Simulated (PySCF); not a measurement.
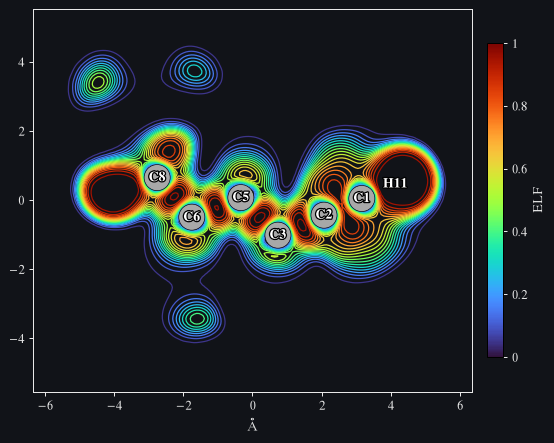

The picture shows: C₆H₁₃FOSi₂. Electron localisation function on the plane of atoms C2, C3 and C5. Grey discs cover the atomic cores.

Geometry: GFN2-xTB.

Computed with PBE0/pcSseg-1, SCF density, gas phase, non-relativistic (PySCF).

```yaml
atoms:
  - { symbol: C, position_ang: [-2.4876, 3.5102, -0.7091] }
  - { symbol: C, position_ang: [-2.2926, 2.3710, -0.3989] }
  - { symbol: C, position_ang: [-2.0707, 0.9739, -0.0687] }
  - { symbol: F, position_ang: [-3.1027, 0.2048, -0.5900] }
  - { symbol: C, position_ang: [-0.7372, 0.4798, -0.6277] }
  - { symbol: C, position_ang: [-0.4594, -0.9859, -0.2946] }
  - { symbol: Si, position_ang: [-0.3424, -1.3263, 1.5878] }
  - { symbol: C, position_ang: [0.8886, -1.3901, -0.8713] }
  - { symbol: O, position_ang: [1.8839, -0.9602, 0.0187] }
  - { symbol: Si, position_ang: [3.3258, -0.2942, -0.3022] }
  - { symbol: H, position_ang: [-2.6506, 4.5164, -0.9584] }
  - { symbol: H, position_ang: [-2.1171, 0.8341, 1.0208] }
  - { symbol: H, position_ang: [0.0562, 1.1089, -0.2184] }
  - { symbol: H, position_ang: [-0.7536, 0.6160, -1.7148] }
  - { symbol: H, position_ang: [-1.2392, -1.5959, -0.7575] }
  - { symbol: H, position_ang: [0.3854, -2.5720, 1.8079] }
  - { symbol: H, position_ang: [-1.7081, -1.4961, 2.1011] }
  - { symbol: H, position_ang: [0.2845, -0.1932, 2.2666] }
  - { symbol: H, position_ang: [1.0519, -0.9645, -1.8690] }
  - { symbol: H, position_ang: [0.9553, -2.4815, -0.9548] }
  - { symbol: H, position_ang: [3.1649, 0.9126, -1.1222] }
  - { symbol: H, position_ang: [3.7641, -0.0174, 1.0549] }
  - { symbol: H, position_ang: [4.1959, -1.2233, -1.0309] }
```

What do the fields say about this system?

Atoms in the plane: C and H. C–C (1.20 Å): the ELF peaks at about 0.85 between the atoms: a short, multiple covalent bond. C–H (1.05 Å): the ELF climbs to about 1 towards the hydrogen, as it does in any bond to H; an ordinary covalent bond to hydrogen.
